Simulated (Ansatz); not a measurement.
## SiPb2 (model cell, started as antifluorite): relaxing the cell for a phonon run

Aim: bring SiPb2 (model cell, started as antifluorite) to small forces and stress, as phonons need.

Method: DFT PBEsol, scalar-relativistic, plane waves, PAW, in Ansatz 0.2.0.

The structure was built from a prototype and need not be the compound's stable phase.

**1. Set-up**

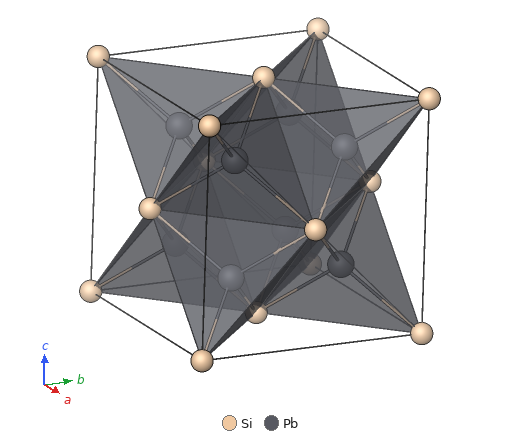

The cell as given, slightly off an axis (silicon light orange, lead dark grey). This picture shows the conventional cell, with its axes. Some periodic images of atoms are drawn too.

**2. Probe on a coarse mesh**

First a cheap look: the gap decides the mesh and the occupations, the pressure tells how far the cell has to move.

input.yaml

```yaml
crystal:
  lattice:
    - [0.0, 3.48073, 3.48073]
    - [3.48073, 0.0, 3.48073]
    - [3.48073, 3.48073, 0.0]
  atoms:
    - { symbol: Si, position: [0.0, 0.0, 0.0] }
    - { symbol: Pb, position: [0.25, 0.25, 0.25] }
    - { symbol: Pb, position: [0.75, 0.75, 0.75] }
kpoints:
  mp_grid: { grid: [4, 4, 4] }
hamiltonian:
  xc: pbesol
scf:
  occupations: { method: gaussian, width: 0.1 }
output:
  forces: true
  stress: true
  eigenvalues: true
```

Command:

```console
> ansatz run input.yaml --threads 4 --pin off --max-ram 7168MiB --backend cpu --events-out ev --progress --plain --runs-dir out
```

Numbers of over 12 decimals in the logs are rounded to 6 here.

What it wrote:

```text
Engine: ansatz 0.2.0, aarch64-unknown-linux-gnu
Pseudopotentials: kind: paw
Pseudopotential: Si, paw, valence charge 4, recommended cutoff 420 eV (normal), Si.paw.azcp
Pseudopotential: Pb, paw, valence charge 14, recommended cutoff 420 eV (normal), Pb.paw.azcp
Functional definition: PBEsol
  exchange = pbesol_x
  correlation = pbesol_c
Crystal: 3 atoms, lattice volume = 84.341 Å³
[...]
P = ⅓ Tr σ = 1.0915 GPa (10.915 kbar)
--- Band table (eV; the first three rows and the last of 8) ---
  k-point 0: bands = [... 12 lower, 5.7024, 8.1582, 8.1582, 8.1582, 8.3738, 8.3738, 8.3738, 13.1345]
  k-point 1: bands = [... 12 lower, 4.4564, 7.3326, 7.3326, 8.1937, 9.2117, 9.2117, 11.2588, 12.6427]
  k-point 2: bands = [... 12 lower, 3.8982, 7.0551, 7.0551, 8.7546, 9.1367, 9.1367, 13.1408, 13.3070]
  k-point 7: bands = [... 12 lower, 1.3143, 4.8186, 8.2176, 8.2176, 9.8853, 11.2668, 13.7739, 14.1568]
[key lines of the parts left out:]
SCF converged after 7 iterations
Free energy (F): -24130.168087 eV
Fermi energy:    9.175543 eV
```

Elapsed: 0.94 s, on 4 threads of Arm Neoverse V1, shared host; peak memory 0.33 GiB; 2.2 s of CPU time.

Numbers from this step:

```yaml
pressure: 1.092 GPa
volume_per_atom: 28.11 Å³
gap_on_the_k_mesh: 0 eV
```

The coarse mesh shows no gap and a pressure of 1.1 GPa.

**3. Relaxation**

The cell and atoms are relaxed, since residual forces and stress would shift the frequencies.

input.yaml, the sections that differ from step 2:

```yaml
kpoints:
  mp_grid: { grid: [10, 10, 10] }
output:
  forces: true
  stress: true
  eigenvalues: true
  write_density: true
  write_potential: true
  elf: true
  volumetric_format: npy
relax:
  adjacent_minimum: "off"
  f_tol: 0.005
  max_steps: 80
  cell: { stress_tol: 0.05 }
# crystal, hamiltonian, scf: as in step 2
```

What it wrote:

```text
[...]
Crystal: 3 atoms, lattice volume = 84.341 Å³
Basis set: ecut = 420 eV, 1639 PW (Γ), exchange–correlation on 72×72×72 points (8 copies of the dense FFT grid, shifted against one another)
Bands: 20, of which v1, the nominal top of the filled ones, is band 16 counted from 1 (15 counted from 0)
Symmetry: 48 space group operations
[...]
k-points: 47 of 1000
[...]
SCF iter   1: F=—  HF=-24130.428079 eV  |F-HF|=—  |Δ(HF+E_count)|=         —  Δρ=2.11e-3  dr2=6.76e-3  ethr=1.77e-3  ⟨swp⟩=6.0  Hψ=4761  notcnv=0
[...]
SCF iter   6: F=-24130.424333 eV  HF=-24130.424333 eV  |F-HF|=1.26e-8  |Δ(HF+E_count)|=   8.65e-9  Δρ=4.50e-6  dr2=1.61e-8  ethr=3.13e-10  ⟨swp⟩=10.0  Hψ=7175  notcnv=0
SCF 1 converged in 6 iterations: F = -24130.424333 eV  dr2 = 1.61e-8
[...]
relax step   1: F+E_penalty+E_count = -24130.42433345 eV  Δ(F+E_penalty+E_count) = +0.000e0 eV  max|allowed force component| = 2.776e-17 eV/Å  Δτ_max = 0.0000 Å  P = +0.589 GPa  Ω = 84.341 Å³  (6 SCF iters, dr2 threshold 1.00e-7 eV, accepted)
Crystal: 3 atoms, lattice volume = 85.678 Å³
Basis set: ecut = 420 eV, 1687 PW (Γ), exchange–correlation on 72×72×72 points (8 copies of the dense FFT grid, shifted against one another)
[...]
iter 1 solved again at ethr=5.78e-7 eV; its pass at ethr=3.10e-3 eV (dr2=1.85e-4 eV) is discarded
[...]
SCF iter   4: F=-24130.425914 eV  HF=-24130.425914 eV  |F-HF|=2.55e-8  |Δ(HF+E_count)|=   2.30e-6  Δρ=1.12e-5  dr2=2.69e-7  ethr=9.37e-10  ⟨swp⟩=9.2  Hψ=8024  notcnv=0
SCF 2 converged in 4 iterations: F = -24130.425914 eV  dr2 = 2.69e-7
relax step   2: F+E_penalty+E_count = -24130.42591398 eV  Δ(F+E_penalty+E_count) = -1.581e-3 eV  max|allowed force component| = 8.172e-17 eV/Å  Δτ_max = 0.0000 Å  P = -0.161 GPa  Ω = 85.678 Å³  energy of the carried Pulay correction = -1.619e-4 eV  (4 SCF iters, dr2 threshold 3.00e-7 eV, accepted)
Crystal: 3 atoms, lattice volume = 85.388 Å³
[...]
SCF iter   4: F=-24130.426098 eV  HF=-24130.426098 eV  |F-HF|=2.62e-8  |Δ(HF+E_count)|=   6.62e-8  Δρ=6.12e-6  dr2=3.52e-8  ethr=2.02e-10  ⟨swp⟩=9.3  Hψ=6918  notcnv=0
SCF 3 converged in 4 iterations: F = -24130.426098 eV  dr2 = 3.52e-8
relax step   3: F+E_penalty+E_count = -24130.42609822 eV  Δ(F+E_penalty+E_count) = -1.842e-4 eV  max|allowed force component| = 3.053e-16 eV/Å  Δτ_max = 0.0000 Å  P = -0.003 GPa  Ω = 85.388 Å³  energy of the carried Pulay correction = -1.270e-4 eV  (4 SCF iters, dr2 threshold 6.48e-8 eV, accepted)
[...]
SCF iter   5: F=-24130.426228 eV  HF=-24130.426228 eV  |F-HF|=7.28e-12  |Δ(HF+E_count)|=  3.64e-12  Δρ=2.41e-8  dr2=6.71e-13  ethr=1.00e-12  ⟨swp⟩=7.1  Hψ=5195  notcnv=0
SCF 4 converged in 5 iterations: F = -24130.426228 eV  dr2 = 6.71e-13
relax step   4: F+E_penalty+E_count = -24130.42622784 eV  Δ(F+E_penalty+E_count) = -1.296e-4 eV  max|allowed force component| = 2.930e-16 eV/Å  Δτ_max = 0.0000 Å  P = -0.002 GPa  Ω = 85.388 Å³  stress off target by 2.25e-3 GPa  SCF on the basis re-selected at this cell (its energy is not comparable with the rows above)  (5 SCF iters)
basis re-selected at this cell: Δ(F+E_penalty+E_count) = -1.296e-4 eV, ΔP = +0.001 GPa vs the last step (what re-selecting the basis moved, of the pressure what is left beyond the Pulay correction that the steps carried, after the strain that the cell walked since its last selection, with what the two solves' SCF thresholds leave and, on support functions, any second-order correction that the steps lacked; it is no m [...]
SCF converged after 5 iterations
Free energy (F): -24130.426228 eV
[...]
Internal energy: -24130.416387 eV  (E = F + TS)
E sigma→0 (E₀):  -24130.421308 eV
Entropy (-TS):   -0.009840 eV (-3.280 meV/atom)
Fermi energy:    8.987977 eV
[...]
--- Stress (GPa, compression-positive) ---
       -0.002253      -0.000000      -0.000000
       -0.000000      -0.002253      -0.000000
       -0.000000      -0.000000      -0.002253
  P = ⅓ Tr σ = -0.0023 GPa (-0.023 kbar)
--- Band table (eV; the first three rows and the last of 47) ---
  k-point 0: bands = [... 12 lower, 5.5147, 8.0110, 8.0110, 8.0110, 8.2431, 8.2431, 8.2431, 12.9389]
  k-point 1: bands = [... 12 lower, 5.1907, 7.5889, 7.6736, 7.6736, 8.6117, 8.6117, 9.3823, 12.6189]
  k-point 2: bands = [... 12 lower, 4.5585, 7.3344, 7.3344, 7.8056, 8.9687, 8.9687, 10.6897, 12.4070]
  k-point 46: bands = [... 12 lower, 1.2124, 4.7611, 7.2228, 8.9429, 9.4151, 11.4608, 13.5015, 13.9031]
--- Relaxed structure (3 steps of the walk, 3 accepted, 1 SCFs on fresh bases) ---
  F+E_penalty+E_count = -24130.42622784 eV   max|allowed force component| = 2.930e-16 eV/Å   (the final SCF, on the basis selected at the relaxed cell)
  cell:  # Å, volume = 85.3878 Å³
    - [0, 3.495065, 3.495065]
    - [3.495065, 0, 3.495065]
    - [3.495065, 3.495065, 0]
  atoms:
    - { symbol: Si, position: [0, 0, 0] }
    - { symbol: Pb, position: [0.250000, 0.250000, 0.250000] }
    - { symbol: Pb, position: [0.75, 0.75, 0.750000] }
```

It took 7 s on 4 threads; peak memory 0.44 GiB.

Step by step:

| step | energy less that of the first step (eV) | largest force component (eV/Å) | pressure (GPa) | volume (Å³) |
| --- | --- | --- | --- | --- |
| 1 | 0.0000 | 0.0000 | 0.59 | 84.34 |
| 2 | -0.0016 | 0.0000 | -0.16 | 85.68 |
| 3 | -0.0018 | 0.0000 | 0.00 | 85.39 |
| 4* | -0.0019 | 0.0000 | 0.00 | 85.39 |

Relaxation steps marked * repeat the geometry before them on a plane-wave basis chosen anew for their cell, so energy and pressure can jump there.

The run keeps the 48 symmetry operations that it works with, so distortions that break them were not tested.

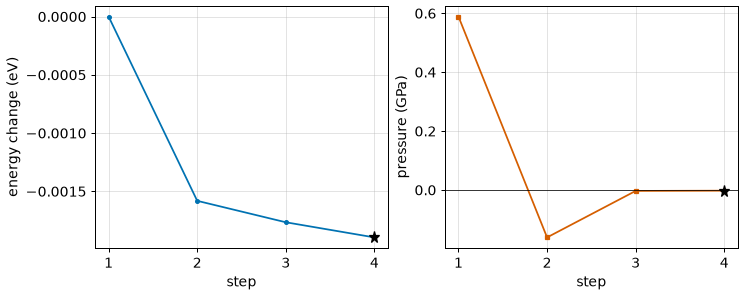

Energy and pressure along the relaxation. Stars mark steps on a basis chosen anew.

| conventional cell, symmetrised | before | after | change |
| --- | --- | --- | --- |
| a (Å) | 6.961 | 6.990 | +0.4 % |
| b (Å) | 6.961 | 6.990 | +0.4 % |
| c (Å) | 6.961 | 6.990 | +0.4 % |
| volume (Å³/atom) | 28.11 | 28.46 | +1.2 % |

The relaxed structure:

```xyz
3
Lattice="0.0000 3.4951 3.4951 3.4951 0.0000 3.4951 3.4951 3.4951 0.0000" Properties=species:S:1:pos:R:3 pbc="T T T"
Si    0.0000    0.0000    0.0000
Pb    1.7475    1.7475    1.7475
Pb    5.2426    5.2426    5.2426
```

This step gave:

```
pressure        : -0.002253 GPa
volume per atom : 28.46 Å³
```

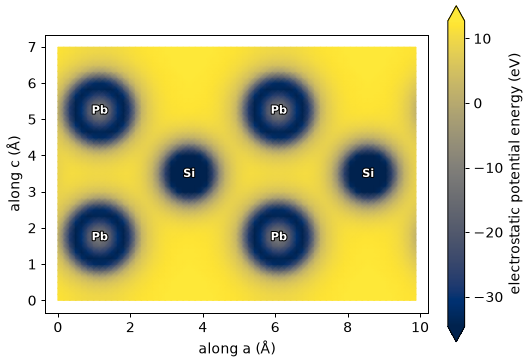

Electrostatic potential energy in the ac plane of a cell with a along [110], b along [-110] and c along [001] of the cube at fractional y = 0.000, with atoms of Si and Pb within 0.2 Å of it. With pseudopotentials it is smooth inside the atoms' cores, unlike the true potential. The map starts off the cell's origin, so that atoms lie inside it.

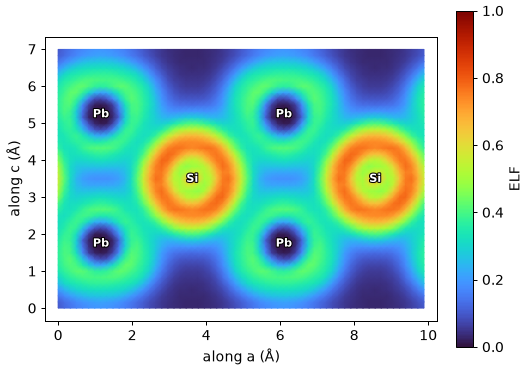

ELF in the ac plane of a cell with a along [110], b along [-110] and c along [001] of the cube at fractional y = 0.000, with atoms of Si and Pb within 0.2 Å of it. It is the smooth field of the valence electrons, not physical close to the nuclei. The map starts off the cell's origin, so that atoms lie inside it.

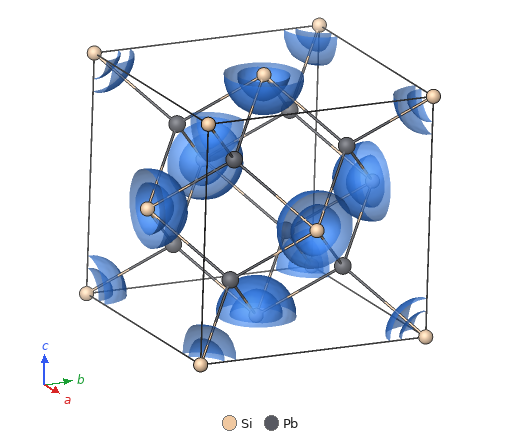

Surface of ELF = 0.7.

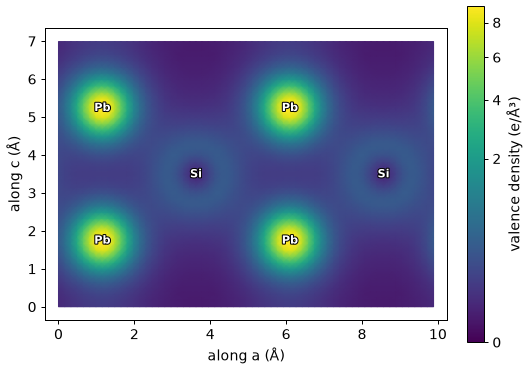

Valence density in the ac plane of a cell with a along [110], b along [-110] and c along [001] of the cube at fractional y = 0.000, with atoms of Si and Pb within 0.2 Å of it. It is the smooth field of the valence electrons, not physical close to the nuclei. The map starts off the cell's origin, so that atoms lie inside it. The colour scale is stretched toward low values.

In this step the volume went from 28.11 to 28.46 Å³/atom.

**4. Relaxing to small forces for the phonons**

Phonons need a cell at rest on their own settings, so the relaxation is repeated with tight tolerances on forces and stress on the k mesh and occupations of the first response run.

input.yaml

```yaml
crystal:
  lattice:
    - [0.0, 3.4950653381, 3.4950653381]
    - [3.4950653381, 0.0, 3.4950653381]
    - [3.4950653381, 3.4950653381, 0.0]
  atoms:
    - { symbol: Si, position: [0.0, 0.0, 0.0] }
    - { symbol: Pb, position: [0.25, 0.25, 0.25] }
    - { symbol: Pb, position: [0.75, 0.75, 0.75] }
kpoints:
  mp_grid: { grid: [12, 12, 12] }
hamiltonian:
  xc: pbesol
scf:
  occupations: { method: methfessel_paxton, width: 0.15 }
output:
  forces: true
  stress: true
  eigenvalues: true
relax:
  adjacent_minimum: "off"
  f_tol: 0.001
  max_steps: 60
  cell: { stress_tol: 0.01 }
```

What it wrote:

```text
[...]
Crystal: 3 atoms, lattice volume = 85.388 Å³
Basis set: ecut = 420 eV, 1687 PW (Γ), exchange–correlation on 72×72×72 points (8 copies of the dense FFT grid, shifted against one another)
Bands: 20, of which v1, the nominal top of the filled ones, is band 16 counted from 1 (15 counted from 0)
Symmetry: 48 space group operations
[...]
k-points: 72 of 1728
[...]
k-point 71: bands = [... 12 lower, 1.2278, 4.7245, 8.0695, 8.0695, 9.7193, 11.1284, 13.5781, 13.9663]
--- Relaxed structure (2 steps of the walk, 2 accepted, 1 SCFs on fresh bases) ---
[...]
cell:  # Å, volume = 85.2981 Å³
    - [0, 3.493841, 3.493841]
    - [3.493841, 0, 3.493841]
    - [3.493841, 3.493841, 0]
  atoms:
    - { symbol: Si, position: [0, 0, 0] }
    - { symbol: Pb, position: [0.250000, 0.250000, 0.250000] }
    - { symbol: Pb, position: [0.75, 0.75, 0.75] }
[key lines of the parts left out:]
SCF converged after 5 iterations
Free energy (F): -24130.426888 eV
Fermi energy:    8.956840 eV
P = ⅓ Tr σ = 0.0099 GPa (0.099 kbar)
```

The job ended after 7.2 s (4 threads; peak memory 0.46 GiB).

Little changed from the start: no atom moved by 0.005 Å and no cell edge by 0.1 %.

Numbers from this step:

- pressure: 0.009866 GPa
- volume per atom: 28.43 Å³

The forces vanish by symmetry and the pressure is 0.010 GPa, within the tolerances set. The cell now holds 28.43 Å³/atom.

**5. Summary of results**

* space group after relaxation (within 0.01 Å): Fm-3m
* lattice constant a: 6.988 Å
* lattice constant b: 6.988 Å
* lattice constant c: 6.988 Å
* volume per atom: 28.4 Å³

**Reading.** The forces vanish by symmetry and the pressure is 0.010 GPa, within the tolerances set. The cell now holds 28.43 Å³/atom. The relaxation keeps the symmetry of its start, so it says nothing on stability against lower symmetry. Spin-orbit coupling is left out, which can matter for the heavy elements here. The starting cell was built on a prototype and not taken from a measurement, so the phase need not exist.

[Logs are printed without paths, hosts, clocks, repeated set-up lines and the standing remarks that a program may print on its own settings, such as how far it seeks lower states.]

[Hosts, paths, dates, database ids (printed as entryN), source tags and the programs' standing remarks are cut or masked in the printed files.]
